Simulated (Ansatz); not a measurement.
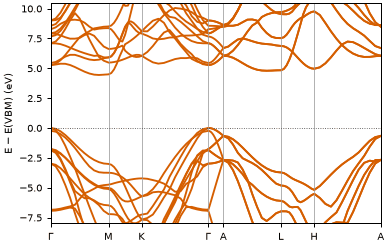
*Band structure from PBEsol in the plane-wave PAW code Ansatz*

Problem. Read off the gap and where the band edges lie.

Solution. About 4.4 eV (4.44 eV by a search for the band edges); maximum at Γ, minimum on the Γ–M line, 83 % of the way from Γ.

Problem. Pick the material that matches.
A. CaF2, P6_3/mmc (Ca on 2c, F on 4f)
B. AlN, wurtzite
C. C, P6_3/mmc (C on 4e, C on 4f)
D. MgO, P6_3/mmc (Mg on 2c, O on 2d)

Solution. C, C, P6_3/mmc (C on 4e, C on 4f)

The workflow started from a Materials Project entry (that database holds measured and hypothetical structures alike). Its sites differ from those of the usual phase in this space group: another stacking or structure type. The PBEsol relaxation kept the symmetry of its start; its stability against distortions is not shown here.

Potentials: the earlier of the program's two PAW sets. The files were generated under PBE; for other functionals the program regenerates the frozen cores, and for LDA and PBEsol the local potential too.
